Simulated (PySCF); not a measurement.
GeF (charge −1, triplet)

```xyz
2

Ge    0.0000    0.0000   -0.3854
F     0.0000    0.0000    1.4996
```

Theory: PBE0/aug-cc-pVDZ(-PP), non-relativistic Hamiltonian with scalar-relativistic core potentials where named, at a bond length of 1.885 Å in PySCF 2.14.0.

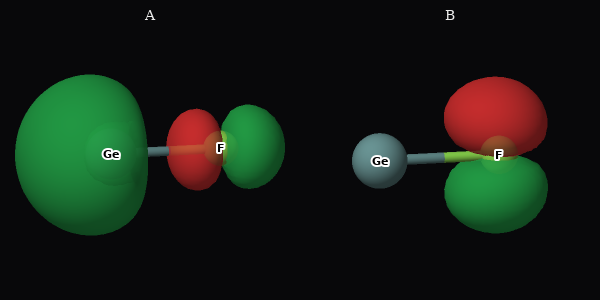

Figure 1. Two frontier β-spin orbitals, each drawn at the value that holds 80 % of its norm (green and red are the two phases), in no order; of a degenerate pair one member is drawn.

Question: Label each orbital by symmetry, say whether it is occupied, and order them by energy.

Answer: Orbital B: π, occupied in this spin, −4.95 eV; mainly on F (90 %).
Orbital A: σ, occupied in this spin, −3.63 eV; shared between the atoms (Ge 65 %, F 35 %).

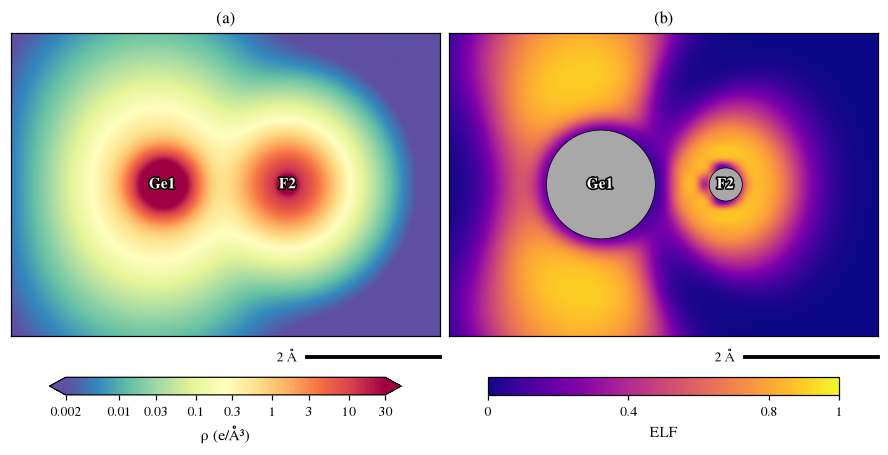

Figure 2. (a) total electron density; (b) ELF on a plane that holds the molecular axis. Grey discs cover the atomic cores in the ELF map.

Question: What do the fields say about this system?

Answer:
- The section cuts through Ge and F sites.
- Ge–F (1.88 Å): the density is about 0.63 e/Å³ at the midpoint; the ELF peaks at about 0.85 in the valence shell of F, 0.6 Å from its nucleus, and is about 0.20 at the midpoint.
- The ELF also peaks beside F2, away from the bonds: non-bonding electrons, paired or unpaired.
